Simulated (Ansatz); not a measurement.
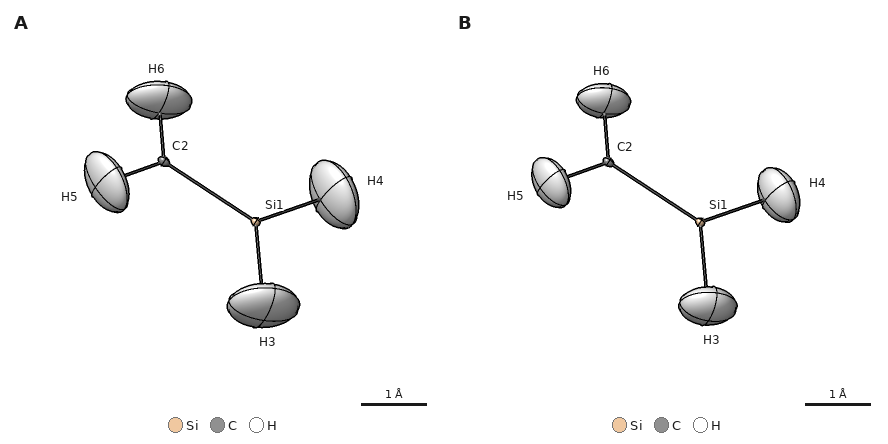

Displacement ellipsoids at the 50 % level, scaled by 2, from the internal vibrations of the free molecule (harmonic, no overall translation or rotation; no half-axis is drawn under 0.075 Å). Vibrations computed with RKS PBE0-D4/def2-TZVP (Ansatz 0.2.0). One panel is for 200 K, the other for 600 K.

### Which panel is for 600 K?

A.

### How much does the mean-square displacement of H3 grow, and why?

U_eq goes from 0.0160 to 0.0241 Å², a factor of 1.5. The lowest modes (from 471 cm⁻¹) begin to be excited.
